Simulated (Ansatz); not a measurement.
# How fast states decay through CsLi2Br2Cl

Aim: relax a made-up compound, CsLi2Br2Cl, and see how good a tunnel barrier it would be. It is built by putting Cl for part of the Br in the CsLi2Br3 structure of space group Immm, with the volume rescaled by atomic radii. The parent structure comes from the Materials Project.

Calculated with Ansatz 0.2.0; r2SCAN DFT, plane waves, PAW files, in the first sound run; inputs show where later runs differ.

The structure was built from a prototype and need not be the compound's stable phase.

### Step 1. Starting point

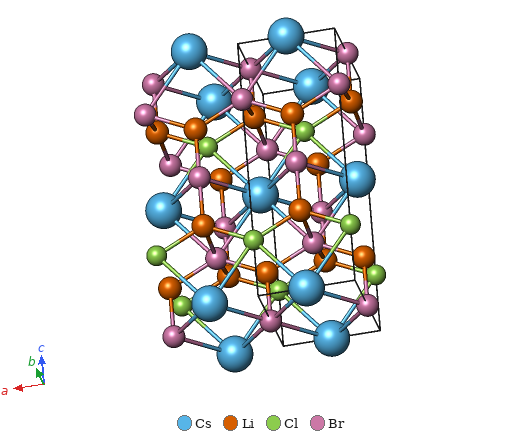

Start, viewed from a free direction; caesium blue, lithium orange, chlorine green, bromine pink. 2×1×1 cells are drawn. This picture shows the conventional cell, with its axes. Some periodic images of atoms are drawn too.

### Step 2. Relaxing the new crystal

The substituted atoms don't fit the parent's cell, so cell and atoms relax together. A small smearing keeps the run stable in case the gap closes on the way.

Input file input.yaml:

```yaml
crystal:
  lattice:
    - [-2.3067184011, 2.7917442265, 6.5420085208]
    - [2.3067184011, -2.7917442265, 6.5420085208]
    - [2.3067184011, 2.7917442265, -6.5420085208]
  atoms:
    - { symbol: Cs, position: [0.0, 0.5, 0.5] }
    - { symbol: Li, position: [0.30865505, 0.80865505, 0.5] }
    - { symbol: Li, position: [0.69134495, 0.19134495, 0.5] }
    - { symbol: Cl, position: [0.77909007, 0.77909007, 0.0] }
    - { symbol: Br, position: [0.22090993, 0.22090993, 0.0] }
    - { symbol: Br, position: [0.5, 0.0, 0.5] }
kpoints:
  mp_grid: { grid: [6, 6, 6] }
scf:
  occupations: { method: gaussian, width: 0.03 }
hamiltonian:
  xc: r2scan
output:
  forces: true
  stress: true
relax:
  f_tol: 0.02
  max_steps: 60
  cell: {}
```

The run is started by

```bash
$ ansatz run input.yaml --threads 2 --pin off --max-ram 4096MiB --backend cpu --events-out ev --progress --plain --runs-dir out
```

Numbers of over 12 decimals in the logs are rounded to 6 here.

The program printed:

```text
basis.fft_grid_basis auto: the FFT boxes are laid along the combinations [[1, 0, 1], [0, 1, 1], [0, 0, 1]] of the cell's own vectors, 5.583, 4.613 and 7.477 Å long. The dense box has 45×36×60 points. Along the cell's own vectors, as sized, it would have 60×60×60, 2.22 times as many. Of the 4 symmetry operations that the crystal satisfies within crystal.symmetry.tolerance (time reversal apart; of a slab, those that ke [...]
Engine: ansatz 0.2.0, aarch64-unknown-linux-gnu
Pseudopotentials: kind: paw
Pseudopotential: Cs, paw, valence charge 9, recommended cutoff 500 eV (meta_gga), Cs.paw.azcp
Pseudopotential: Li, paw, valence charge 3, recommended cutoff 500 eV (meta_gga), Li.paw.azcp
Pseudopotential: Cl, paw, valence charge 7, recommended cutoff 500 eV (meta_gga), Cl.paw.azcp
Pseudopotential: Br, paw, valence charge 7, recommended cutoff 500 eV (meta_gga), Br.paw.azcp
Functional definition: r2SCAN
  parameter k0 = 0.174
  parameter k1 = 0.065
  parameter a1 = 4.9479
  exchange = r2scan_x(k0 = k0, k1 = k1, a1 = a1)
  correlation = r2scan_c
Crystal: 6 atoms, lattice volume = 168.516 Å³
Basis set: ecut = 500 eV, 4297 PW (Γ), FFT grids on a1+a3, a2+a3, a3, exchange–correlation on 180×144×240 points (64 copies of the dense FFT grid, shifted against one another)
Bands: 24, of which v1, the nominal top of the filled ones, is band 18 counted from 1 (17 counted from 0)
Symmetry: 4 space group operations
Space group: Imm2 (ITA 44), of the structure as read, at distance tolerance 5.5e-5 Å
k-points: 46 of 216 (time reversal used)
Non-local potential: Cs, projectors of the file, l = 0: 3, l = 1: 2, l = 2: 2, l = 3: 2
Non-local potential: Li, projectors of the file, l = 0: 3, l = 1: 2, l = 2: 1
Non-local potential: Cl, projectors of the file, l = 0: 2, l = 1: 2, l = 2: 2
Non-local potential: Br, projectors of the file, l = 0: 2, l = 1: 2, l = 2: 2
PAW form: soft (Blöchl's): semilocal exchange-correlation on the pseudo side does not see the compensation charge
PAW frozen core: Cs, regenerated for the run's functional (the file was generated under x = pbe(κ = 0.804, μ = 0.219515), c = pbe(β = 0.066725))
PAW frozen core: Cl, regenerated for the run's functional (the file was generated under x = pbe(κ = 0.804, μ = 0.219515), c = pbe(β = 0.066725))
PAW frozen core: Br, regenerated for the run's functional (the file was generated under x = pbe(κ = 0.804, μ = 0.219515), c = pbe(β = 0.066725))
PAW one-centre angular grid: Cs, 302 points (default); XC on 160 Gauss nodes
PAW one-centre angular grid: Li, 302 points (default); XC on 327 of its mesh's 2665 points in the sphere
PAW one-centre angular grid: Cl, 302 points (default); XC on 160 Gauss nodes
PAW one-centre angular grid: Br, 302 points (default); XC on 160 Gauss nodes
Initial density: superposition of atomic densities (neutral atoms: chi_scale 0, normalization atom), corrected by the library's trained network
Initial wavefunctions: pseudopotential atomic-orbital guess
Functional: x = r2scan, c = r2scan; τ floored in thin density (d = 2e-4 eV/Å³)
SCF iter   1: F=—  HF=-12776.928761 eV  |F-HF|=—  |Δ(HF+E_count)|=         —  Δρ=2.99e-3  dr2=1.59e-2  dr2_τ=7.26e-3  ethr=1.77e-3  ⟨swp⟩=9.8  Hψ=6609  notcnv=0
preconditioner: auto → Resta (q_TF=auto, 2.109 Å⁻¹)  ε∞=2.6  [insulator: Δε(μ)=5.428 eV  Ē_g=12.253 eV  σ=0.030 eV  W_gap=1.00  n_scr=32 (ndim 8)  ℏωp=15.7 eV  f_vac=0.008  D(μ)=0.00/eV (n_scr^D=0)  ε∞_Penn≈2.6]
SCF iter   2: F=—  HF=-12776.984262 eV  |F-HF|=—  |Δ(HF+E_count)|=   5.55e-2  Δρ=1.51e-3  dr2=4.01e-3  dr2_τ=1.51e-4  ethr=4.41e-5  ⟨swp⟩=3.0  Hψ=2670  notcnv=0  defer=67
SCF iter   3: F=—  HF=-12776.983931 eV  |F-HF|=—  |Δ(HF+E_count)|=   3.31e-4  Δρ=3.10e-4  dr2=1.54e-4  dr2_τ=3.08e-5  ethr=1.11e-5  ⟨swp⟩=2.2  Hψ=1992  notcnv=0  defer=21
automatic band count: iteration 3 solves 23 bands in place of 24: the levels show a gap, and the empty bands left out lie too high to hold charge; the band table lists the bands solved (type scf.n_extra_bands for more)
SCF iter   4: F=—  HF=-12776.983991 eV  |F-HF|=—  |Δ(HF+E_count)|=   5.99e-5  Δρ=7.49e-5  dr2=1.14e-5  dr2_τ=9.93e-7  ethr=4.27e-7  ⟨swp⟩=2.0  Hψ=1623  notcnv=0  defer=21
SCF iter   5: F=—  HF=-12776.984043 eV  |F-HF|=—  |Δ(HF+E_count)|=   5.17e-5  Δρ=1.35e-5  dr2=3.73e-7  dr2_τ=1.88e-8  ethr=3.17e-8  ⟨swp⟩=2.0  Hψ=1767  notcnv=0  defer=21
SCF iter   6: F=-12776.984043 eV  HF=-12776.984043 eV  |F-HF|=5.72e-9  |Δ(HF+E_count)|=   4.10e-7  Δρ=2.39e-6  dr2=1.03e-8  dr2_τ=9.52e-10  ethr=2.78e-10  ⟨swp⟩=5.0  Hψ=4372  notcnv=0
SCF 1 converged in 6 iterations: F = -12776.984043 eV  dr2 = 1.03e-8
  greatest PAW one-centre occupation: 0.999 electrons in one spin orbital (limit 2), on the Li atom at site 2 (counted from 0), in its partial waves of l = 0
relax step   1: F+E_penalty+E_count = -12776.98404297 eV  Δ(F+E_penalty+E_count) = +0.000e0 eV  max|allowed force component| = 2.439e-1 eV/Å  Δτ_max = 0.0000 Å  P = -0.283 GPa  Ω = 168.516 Å³  (6 SCF iters, dr2 threshold 1.00e-7 eV, accepted)
Crystal: 6 atoms, lattice volume = 166.411 Å³
Basis set: ecut = 500 eV, 4217 PW (Γ), FFT grids on a1+a3, a2+a3, a3, exchange–correlation on 180×144×240 points (64 copies of the dense FFT grid, shifted against one another)
Initial density: handed on by an earlier stage of this run
Initial wavefunctions: those handed on with the density
iter 1 solved again at ethr=6.61e-5 eV; its pass at ethr=3.10e-3 eV (dr2=2.38e-2 eV) is discarded
SCF iter   1: F=—  HF=-12776.997597 eV  |F-HF|=—  |Δ(HF+E_count)|=         —  Δρ=2.75e-3  dr2=2.38e-2  dr2_τ=2.87e-2  ethr=6.61e-5  ⟨swp⟩=1.4  Hψ=6178  notcnv=0
automatic band count: iteration 1 solves 21 bands in place of 24: the levels show a gap, and the empty bands left out lie too high to hold charge; the band table lists the bands solved (type scf.n_extra_bands for more)
preconditioner: auto → Resta (q_TF=auto, 2.114 Å⁻¹)  ε∞=2.8  [insulator: Δε(μ)=5.408 eV  Ē_g=11.643 eV  σ=0.030 eV  W_gap=1.00  n_scr=32 (ndim 8)  ℏωp=15.8 eV  f_vac=0.006  D(μ)=0.00/eV (n_scr^D=0)  ε∞_Penn≈2.8]
SCF iter   2: F=—  HF=-12777.003532 eV  |F-HF|=—  |Δ(HF+E_count)|=   5.93e-3  Δρ=1.25e-3  dr2=3.22e-3  dr2_τ=1.90e-4  ethr=6.60e-5  ⟨swp⟩=3.0  Hψ=2001  notcnv=0
SCF iter   3: F=—  HF=-12777.003416 eV  |F-HF|=—  |Δ(HF+E_count)|=   1.15e-4  Δρ=3.28e-4  dr2=1.73e-4  dr2_τ=8.68e-6  ethr=8.95e-6  ⟨swp⟩=2.0  Hψ=1656  notcnv=0
SCF iter   4: F=—  HF=-12777.003535 eV  |F-HF|=—  |Δ(HF+E_count)|=   1.19e-4  Δρ=5.71e-5  dr2=8.57e-6  dr2_τ=1.34e-6  ethr=4.82e-7  ⟨swp⟩=2.7  Hψ=1919  notcnv=0
SCF iter   5: F=—  HF=-12777.003536 eV  |F-HF|=—  |Δ(HF+E_count)|=   1.09e-6  Δρ=1.90e-5  dr2=6.78e-7  dr2_τ=3.71e-8  ethr=2.38e-8  ⟨swp⟩=2.0  Hψ=1554  notcnv=0
SCF iter   6: F=-12777.003537 eV  HF=-12777.003537 eV  |F-HF|=1.14e-8  |Δ(HF+E_count)|=   5.05e-7  Δρ=3.82e-6  dr2=2.31e-8  dr2_τ=3.46e-9  ethr=1.67e-9  ⟨swp⟩=4.6  Hψ=3599  notcnv=0
SCF 2 converged in 6 iterations: F = -12777.003537 eV  dr2 = 2.31e-8
relax step   2: F+E_penalty+E_count = -12777.00353691 eV  Δ(F+E_penalty+E_count) = -1.949e-2 eV  max|allowed force component| = 6.529e-2 eV/Å  Δτ_max = 0.0778 Å  P = -0.084 GPa  Ω = 166.411 Å³  energy of the carried Pulay correction = +1.692e-4 eV  (6 SCF iters, dr2 threshold 6.00e-7 eV, accepted)
Crystal: 6 atoms, lattice volume = 165.565 Å³
Basis set: ecut = 500 eV, 4189 PW (Γ), FFT grids on a1+a3, a2+a3, a3, exchange–correlation on 180×144×240 points (64 copies of the dense FFT grid, shifted against one another)
iter 1 solved again at ethr=5.25e-6 eV; its pass at ethr=3.10e-3 eV (dr2=1.89e-3 eV) is discarded
SCF iter   1: F=—  HF=-12777.000674 eV  |F-HF|=—  |Δ(HF+E_count)|=         —  Δρ=7.31e-4  dr2=1.95e-3  dr2_τ=1.53e-2  ethr=5.25e-6  ⟨swp⟩=2.3  Hψ=6206  notcnv=0
automatic band count: iteration 1 solves 21 bands in place of 24: the levels show a gap, and the empty bands left out lie too high to hold charge; the band table lists the bands solved (type scf.n_extra_bands for more)
preconditioner: auto → Resta (q_TF=auto, 2.116 Å⁻¹)  ε∞=2.8  [insulator: Δε(μ)=5.440 eV  Ē_g=11.663 eV  σ=0.030 eV  W_gap=1.00  n_scr=32 (ndim 8)  ℏωp=15.8 eV  f_vac=0.006  D(μ)=0.00/eV (n_scr^D=0)  ε∞_Penn≈2.8]
SCF iter   2: F=—  HF=-12777.006009 eV  |F-HF|=—  |Δ(HF+E_count)|=   5.33e-3  Δρ=4.10e-4  dr2=6.54e-4  dr2_τ=1.17e-5  ethr=5.25e-6  ⟨swp⟩=2.1  Hψ=1844  notcnv=0
SCF iter   3: F=—  HF=-12777.005853 eV  |F-HF|=—  |Δ(HF+E_count)|=   1.55e-4  Δρ=1.40e-4  dr2=6.42e-5  dr2_τ=1.95e-6  ethr=1.82e-6  ⟨swp⟩=2.0  Hψ=1518  notcnv=0
SCF iter   4: F=—  HF=-12777.005925 eV  |F-HF|=—  |Δ(HF+E_count)|=   7.19e-5  Δρ=4.62e-5  dr2=3.05e-6  dr2_τ=1.63e-7  ethr=1.78e-7  ⟨swp⟩=2.0  Hψ=1518  notcnv=0
SCF iter   5: F=-12777.005928 eV  HF=-12777.005928 eV  |F-HF|=9.05e-8  |Δ(HF+E_count)|=   2.85e-6  Δρ=1.02e-5  dr2=1.77e-7  dr2_τ=7.91e-9  ethr=7.40e-10  ⟨swp⟩=4.4  Hψ=4724  notcnv=0
SCF 3 converged in 5 iterations: F = -12777.005928 eV  dr2 = 1.77e-7
relax step   3: F+E_penalty+E_count = -12777.00592825 eV  Δ(F+E_penalty+E_count) = -2.391e-3 eV  max|allowed force component| = 4.207e-2 eV/Å  Δτ_max = 0.0359 Å  P = +0.046 GPa  Ω = 165.565 Å³  energy of the carried Pulay correction = +2.378e-4 eV  (5 SCF iters, dr2 threshold 2.66e-7 eV, accepted)
[...]
relax step   4: F+E_penalty+E_count = -12777.00655664 eV  Δ(F+E_penalty+E_count) = -6.284e-4 eV  max|allowed force component| = 6.992e-3 eV/Å  Δτ_max = 0.0138 Å  P = +0.005 GPa  Ω = 165.829 Å³  energy of the carried Pulay correction = +2.164e-4 eV  (5 SCF iters, dr2 threshold 1.11e-7 eV, accepted)
[...]
relax step   5: F+E_penalty+E_count = -12777.00674137 eV  Δ(F+E_penalty+E_count) = -1.847e-4 eV  max|allowed force component| = 3.017e-3 eV/Å  Δτ_max = 0.0070 Å  P = -0.002 GPa  Ω = 165.908 Å³  energy of the carried Pulay correction = +2.099e-4 eV  (7 SCF iters, accepted)
[...]
relax step   6: F+E_penalty+E_count = -12777.00696681 eV  Δ(F+E_penalty+E_count) = -2.254e-4 eV  max|allowed force component| = 2.391e-3 eV/Å  Δτ_max = 0.0072 Å  P = +0.012 GPa  Ω = 165.921 Å³  energy of the carried Pulay correction = +2.089e-4 eV  (5 SCF iters, dr2 threshold 7.72e-9 eV, accepted)
Initial wavefunctions: pseudopotential atomic-orbital guess (no wavefunctions were taken with the density)
iter 1 solved again at ethr=2.60e-7 eV; its pass at ethr=3.10e-3 eV (dr2=9.36e-5 eV) is discarded
SCF iter   1: F=—  HF=-12777.006712 eV  |F-HF|=—  |Δ(HF+E_count)|=         —  Δρ=1.57e-5  dr2=2.63e-8  dr2_τ=1.48e-7  ethr=2.60e-7  ⟨swp⟩=3.5  Hψ=9966  notcnv=0
eigensolver tolerance schedule: the retry pair's looser diagonalisation over-reported the residual by 3558.40 of it (diagonalisation noise at 0.43 of the residual, at the tolerance the schedule requests for it); recorded, not acted on — ethr = c·dr2/N_el stays at c = 1.0e-1
preconditioner: auto → Resta (q_TF=auto, 2.115 Å⁻¹)  ε∞=2.7  [insulator: Δε(μ)=5.432 eV  Ē_g=12.244 eV  σ=0.030 eV  W_gap=1.00  n_scr=32 (ndim 8)  ℏωp=15.8 eV  f_vac=0.008  D(μ)=0.00/eV (n_scr^D=0)  ε∞_Penn≈2.7]
SCF iter   2: F=—  HF=-12777.006758 eV  |F-HF|=—  |Δ(HF+E_count)|=   4.62e-5  Δρ=8.11e-6  dr2=7.41e-9  dr2_τ=3.26e-8  ethr=7.30e-11  ⟨swp⟩=3.8  Hψ=2663  notcnv=0
SCF iter   3: F=—  HF=-12777.006758 eV  |F-HF|=—  |Δ(HF+E_count)|=   1.53e-7  Δρ=8.17e-7  dr2=7.35e-10  dr2_τ=2.82e-10  ethr=2.06e-11  ⟨swp⟩=2.0  Hψ=1797  notcnv=0
SCF iter   4: F=—  HF=-12777.006758 eV  |F-HF|=—  |Δ(HF+E_count)|=  6.49e-10  Δρ=2.59e-7  dr2=1.08e-10  dr2_τ=1.70e-11  ethr=2.04e-12  ⟨swp⟩=2.0  Hψ=1612  notcnv=0
SCF iter   5: F=-12777.006758 eV  HF=-12777.006758 eV  |F-HF|=3.64e-12  |Δ(HF+E_count)|=  1.27e-11  Δρ=3.11e-8  dr2=1.86e-12  dr2_τ=3.58e-13  ethr=1.00e-12  ⟨swp⟩=5.0  Hψ=4070  notcnv=0
SCF 7 converged in 5 iterations: F = -12777.006758 eV  dr2 = 1.86e-12
relax step   7: F+E_penalty+E_count = -12777.00675794 eV  Δ(F+E_penalty+E_count) = +2.089e-4 eV  max|allowed force component| = 2.401e-3 eV/Å  Δτ_max = 0.0000 Å  P = +0.011 GPa  Ω = 165.921 Å³  stress off target by 3.54e-2 GPa  SCF on the basis re-selected at this cell (its energy is not comparable with the rows above)  (5 SCF iters)
basis re-selected at this cell: Δ(F+E_penalty+E_count) = +2.089e-4 eV, ΔP = -0.000 GPa vs the last step (what re-selecting the basis moved, of the pressure what is left beyond the Pulay correction that the steps carried, after the strain that the cell walked since its last selection, with what the two solves' SCF thresholds leave and, on support functions, any second-order correction that the steps lacked; it is no m [...]
SCF converged after 5 iterations
Free energy (F): -12777.006758 eV
Harris-Foulkes:  -12777.006758 eV  (|F-HF|=3.64e-12)
Internal energy: -12777.006758 eV  (E = F + TS)
E sigma→0 (E₀):  -12777.006758 eV
Fermi energy:    4.290998 eV
--- Per-component energies (eV) ---
  E_band       = -304.530179
  E_kinetic    = 617.417401
  E_local      = -1163.350078  (includes V_loc(G=0)·N_el)
  E_nonlocal   = 130.930302
  E_hartree    = 343.480405
  E_xc         = -792.270084
  E_vxc        = -535.762929  (∫ρ·V_xc dr)
  E_paw        = -10343.761500  (= ΣΔE_a)
  E_vpaw       = -68.189749  (= ΣTr[D̂ρ^β])
  E_aug_tail   = -0.000168  (compensation charges beyond the density's cutoff)
  E_vtau       = 27.464238  (kinetic-family band-sum trace: ∫τ·v_τ [+ j·A + Jᵃ·Aᵃ] dr)
  E_ewald      = -1569.050121
  E_core_change = -0.402915  (= ΣΔE_core)
  E_smearing   = -0.000000  (= −TS)
  E_closure    = 0.000000  (closes the sum)
  Σ components = -12777.006758   (vs F -12777.006758, Δ=0.00e0)
--- Forces (eV/Å), atoms counted from 1 ---
  atom   1  Cs     0.00000000     0.00000000    -0.00091630
  atom   2  Li     0.00000000     0.00000000    -0.00181902
  atom   3  Li     0.00000000     0.00000000     0.00127297
  atom   4  Cl     0.00000000     0.00000000     0.00236331
  atom   5  Br     0.00000000     0.00000000     0.00030091
  atom   6  Br     0.00000000     0.00000000    -0.00143079
  max |Σ_I F_I| component: 2.29e-4 eV/Å
--- Stress (GPa, compression-positive) ---
        0.002281       0.000000       0.000000
        0.000000       0.035390       0.000000
        0.000000       0.000000      -0.003276
  P = ⅓ Tr σ = 0.0115 GPa (0.115 kbar)
--- Relaxed structure (6 steps of the walk, 6 accepted, 1 SCFs on fresh bases) ---
  F+E_penalty+E_count = -12777.00675794 eV   max|allowed force component| = 2.401e-3 eV/Å   (the final SCF, on the basis selected at the relaxed cell)
  cell:  # Å, volume = 165.9212 Å³
    - [-2.271836, 2.786117, 6.553382]
    - [2.271836, -2.786117, 6.553382]
    - [2.271836, 2.786117, -6.553382]
  atoms:
    - { symbol: Cs, position: [-0.00687539, 0.493125, 0.5] }
    - { symbol: Li, position: [0.308399, 0.808399, 0.500000] }
    - { symbol: Li, position: [0.698053, 0.198053, 0.500000] }
    - { symbol: Cl, position: [0.778023, 0.778023, 0.0] }
    - { symbol: Br, position: [0.221211, 0.221211, 0.0] }
    - { symbol: Br, position: [0.501189, 0.0011894, 0.5] }
```

Elapsed: 93 s, on 2 threads of Arm Neoverse V2, shared host; peak memory 0.88 GiB.

The steps of the relaxation:

| step | energy less that of the first step (eV) | largest force component (eV/Å) | pressure (GPa) | volume (Å³) |
| --- | --- | --- | --- | --- |
| 1 | 0.0000 | 0.2439 | -0.28 | 168.52 |
| 2 | -0.0195 | 0.0653 | -0.08 | 166.41 |
| 3 | -0.0219 | 0.0421 | 0.05 | 165.57 |
| 4 | -0.0225 | 0.0070 | 0.01 | 165.83 |
| 5 | -0.0227 | 0.0030 | 0.00 | 165.91 |
| 6 | -0.0229 | 0.0024 | 0.01 | 165.92 |
| 7* | -0.0227 | 0.0024 | 0.01 | 165.92 |

Relaxation steps marked * repeat the geometry before them on a plane-wave basis chosen anew for their cell, so energy and pressure can jump there.

The run keeps the 4 symmetry operations that it works with, so distortions that break them were not tested.

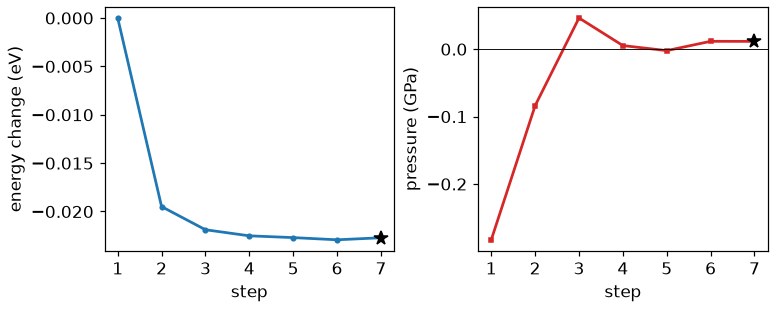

Energy and pressure along the relaxation. Stars mark steps on a basis chosen anew.

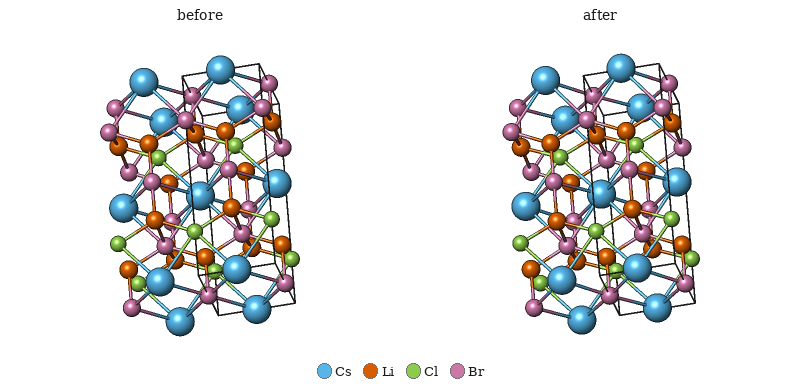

The structure before and after the relaxation, drawn at the same scale.

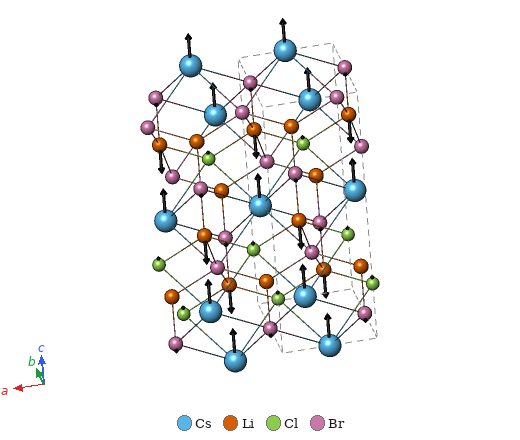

Displacements in the relaxation, exaggerated, measured against the changing cell; the longest in the cell stands for 0.09 Å. 2×1×1 conventional cells are drawn. Some periodic images of atoms are drawn too.

| conventional cell, symmetrised | before | after | change |
| --- | --- | --- | --- |
| a (Å) | 4.613 | 4.544 | -1.5 % |
| b (Å) | 5.583 | 5.572 | -0.2 % |
| c (Å) | 13.084 | 13.107 | +0.2 % |
| volume (Å³/atom) | 28.09 | 27.65 | -1.5 % |

The atoms that moved most (Å, as changes of fractional coordinates times the final cell):

| atom | dx | dy | dz | length |
| --- | --- | --- | --- | --- |
| Cs1 | 0.000 | 0.000 | -0.090 | 0.090 |
| Li3 | 0.000 | 0.000 | 0.088 | 0.088 |
| Br6 | 0.000 | 0.000 | 0.016 | 0.016 |
| Cl4 | 0.000 | 0.000 | -0.014 | 0.014 |

The relaxed structure:

```xyz
6
Lattice="-2.2718 2.7861 6.5534 2.2718 -2.7861 6.5534 2.2718 2.7861 -6.5534" Properties=species:S:1:pos:R:3 pbc="T T T"
Cs    2.2718    0.0000   -0.0901
Li    2.2718    0.0000    4.0421
Li    0.0000    2.7861    2.5958
Cl    0.0000    0.0000   10.1974
Br    0.0000    0.0000    2.8994
Br    0.0000    2.7861    0.0156
```

Numbers from this step:

* free energy: -12777.0068 eV
* Fermi energy: 4.291 eV
* pressure: 0.01146 GPa

The largest force component on a free atom ends at 0.0024 eV/Å.

(Part 1 of 2 ends here.)

[Logs are printed without paths, hosts, clocks, repeated set-up lines and the standing remarks that a program may print on its own settings, such as how far it seeks lower states.]

[Hosts, paths, dates, database ids (printed as entryN), source tags and the programs' standing remarks are cut or masked in the printed files.]
